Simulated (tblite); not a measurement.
## Geometry relaxation of C4H10NPSi2 (part 4 of 4)

C4H10NPSi2, SMILES Cn1cpc([SiH3])c1[SiH3]; GFN2-xTB geometry optimisation, gas phase (tblite 0.8.0). 

Geometry of the input (Å):
```
C  -2.2611  0.5138  0.8290
N  -1.2418  -0.4344  0.3469
C  -1.5081  -1.7438  0.2936
P  -0.0641  -2.6947  -0.3406
C  0.8301  -1.0221  -0.4225
Si 2.5664  -0.7597  -1.0007
C  -0.0397  -0.0515  -0.0118
Si 0.5013  1.7455  0.0397
H  -2.1055  1.4139  0.2167
H  -2.1020  0.8032  1.8911
H  -3.2717  0.0857  0.6900
H  -2.4798  -2.2129  0.5641
H  2.6829  -0.5084  -2.4071
H  3.3370  -2.0115  -0.7304
H  3.2602  0.2933  -0.2474
H  0.0861  2.4769  -1.1339
H  1.9684  1.7976  0.2054
H  -0.1673  2.3153  1.2062
```

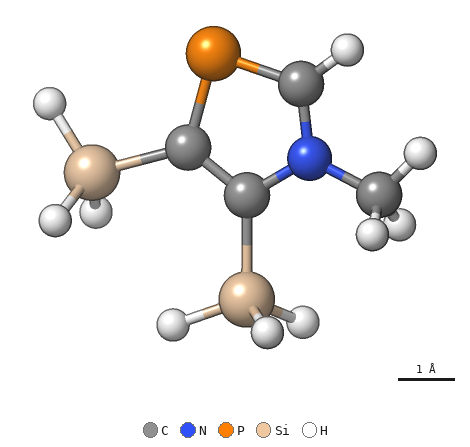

Figure 1. The geometry at step 78 of the log (ball-and-stick view, seen at a tilt).

### Trajectory as extended XYZ, continued
```
18
Properties=species:S:1:pos:R:3:forces:R:3 step=75 energy=-613.65148
C    -2.2981    0.4940    0.7119    0.0070   0.0020  -0.0040
N    -1.2309   -0.3949    0.3394    0.0030  -0.0030  -0.0040
C    -1.3899   -1.7334    0.2815   -0.0100   0.0020  -0.0010
P     0.0173   -2.5801   -0.2133    0.0040   0.0160  -0.0040
C     0.8531   -1.0235   -0.3429    0.0050   0.0050   0.0150
Si    2.6466   -0.9237   -0.8870   -0.0160   0.0010  -0.0160
C     0.0219    0.0266   -0.0033   -0.0060  -0.0020   0.0020
Si    0.4587    1.8500    0.0446    0.0000  -0.0060   0.0020
H    -2.5201    1.1894   -0.0992   -0.0010   0.0050  -0.0250
H    -2.0270    1.0753    1.5947    0.0010  -0.0130   0.0230
H    -3.1935   -0.0863    0.9302    0.0080  -0.0040   0.0120
H    -2.3443   -2.1611    0.5372   -0.0050  -0.0020  -0.0050
H     2.7624   -0.0815   -2.0839   -0.0010   0.0090  -0.0020
H     3.1019   -2.2779   -1.2010    0.0070  -0.0090   0.0100
H     3.4745   -0.3534    0.1823    0.0000   0.0000   0.0090
H    -0.4157    2.5857   -0.8804   -0.0030   0.0020   0.0020
H     1.8556    2.0362   -0.3244    0.0030  -0.0030   0.0000
H     0.2187    2.3651    1.4018    0.0040   0.0010  -0.0160
18
Properties=species:S:1:pos:R:3:forces:R:3 step=76 energy=-613.65157
C    -2.2981    0.4936    0.7128    0.0050   0.0010  -0.0020
N    -1.2310   -0.3950    0.3395    0.0010  -0.0050  -0.0020
C    -1.3899   -1.7334    0.2800   -0.0070   0.0010   0.0010
P     0.0183   -2.5792   -0.2139   -0.0030   0.0060  -0.0020
C     0.8538   -1.0226   -0.3410    0.0030   0.0050   0.0090
Si    2.6462   -0.9237   -0.8873   -0.0050   0.0030  -0.0120
C     0.0219    0.0271   -0.0021   -0.0070  -0.0030   0.0050
Si    0.4590    1.8503    0.0446   -0.0030   0.0000   0.0150
H    -2.5191    1.1900   -0.0978   -0.0020   0.0080  -0.0210
H    -2.0276    1.0731    1.5971    0.0030  -0.0110   0.0180
H    -3.1938   -0.0864    0.9298    0.0070  -0.0070   0.0100
H    -2.3442   -2.1624    0.5343   -0.0020   0.0040  -0.0050
H     2.7607   -0.0836   -2.0859   -0.0010   0.0080  -0.0020
H     3.1006   -2.2789   -1.1988    0.0080  -0.0060   0.0100
H     3.4751   -0.3512    0.1805   -0.0020  -0.0020   0.0040
H    -0.4142    2.5857   -0.8815   -0.0040   0.0030  -0.0020
H     1.8567    2.0341   -0.3228    0.0020  -0.0010   0.0000
H     0.2169    2.3688    1.4008    0.0070  -0.0060  -0.0240
18
Properties=species:S:1:pos:R:3:forces:R:3 step=78 energy=-613.65170
C    -2.2977    0.4935    0.7136   -0.0020   0.0030   0.0020
N    -1.2315   -0.3955    0.3392   -0.0050   0.0010   0.0020
C    -1.3908   -1.7339    0.2783    0.0020   0.0000   0.0000
P     0.0186   -2.5782   -0.2153   -0.0090  -0.0080   0.0020
C     0.8543   -1.0219   -0.3385   -0.0040  -0.0010  -0.0060
Si    2.6453   -0.9232   -0.8883    0.0070   0.0070   0.0010
C     0.0214    0.0272   -0.0007   -0.0010  -0.0010   0.0070
Si    0.4596    1.8499    0.0446   -0.0020   0.0030   0.0080
H    -2.5173    1.1911   -0.0969   -0.0010   0.0040  -0.0020
H    -2.0275    1.0696    1.6004    0.0040  -0.0050   0.0030
H    -3.1940   -0.0860    0.9300    0.0040  -0.0080   0.0020
H    -2.3451   -2.1637    0.5316    0.0000   0.0080  -0.0060
H     2.7582   -0.0840   -2.0878   -0.0010   0.0040  -0.0010
H     3.1016   -2.2790   -1.1951    0.0050  -0.0010   0.0060
H     3.4728   -0.3478    0.1795   -0.0010  -0.0040  -0.0010
H    -0.4121    2.5847   -0.8832   -0.0040   0.0030  -0.0050
H     1.8580    2.0306   -0.3215    0.0020   0.0010  -0.0010
H     0.2174    2.3728    1.3984    0.0040  -0.0050  -0.0120
18
Properties=species:S:1:pos:R:3:forces:R:3 step=80 energy=-613.65175
C    -2.2979    0.4936    0.7134   -0.0010   0.0010   0.0030
N    -1.2320   -0.3959    0.3395   -0.0010   0.0030   0.0010
C    -1.3916   -1.7341    0.2782    0.0010   0.0010   0.0000
P     0.0174   -2.5788   -0.2156   -0.0030  -0.0040   0.0010
C     0.8538   -1.0226   -0.3383   -0.0040  -0.0050  -0.0070
Si    2.6451   -0.9222   -0.8878    0.0000   0.0020   0.0020
C     0.0211    0.0264    0.0001    0.0030  -0.0010   0.0020
Si    0.4603    1.8489    0.0440    0.0000   0.0000  -0.0090
H    -2.5179    1.1906   -0.0978    0.0000   0.0010   0.0060
H    -2.0267    1.0698    1.6000    0.0030   0.0000   0.0010
H    -3.1939   -0.0857    0.9313    0.0020  -0.0070  -0.0010
H    -2.3461   -2.1632    0.5312   -0.0030   0.0040  -0.0050
H     2.7582   -0.0801   -2.0852   -0.0010   0.0010  -0.0010
H     3.1037   -2.2769   -1.1961    0.0030  -0.0010   0.0050
H     3.4704   -0.3487    0.1823    0.0040   0.0000   0.0020
H    -0.4130    2.5835   -0.8825   -0.0040   0.0030  -0.0040
H     1.8579    2.0293   -0.3252    0.0020   0.0000  -0.0020
H     0.2223    2.3726    1.3970   -0.0010   0.0010   0.0060
```

### Key numbers

```tsv
quantity	value
outcome	converged
total energy	−613.6518 eV
hardware	1 CPU thread, shared host
wall time	1.4 s
peak memory	0.18 GiB
```
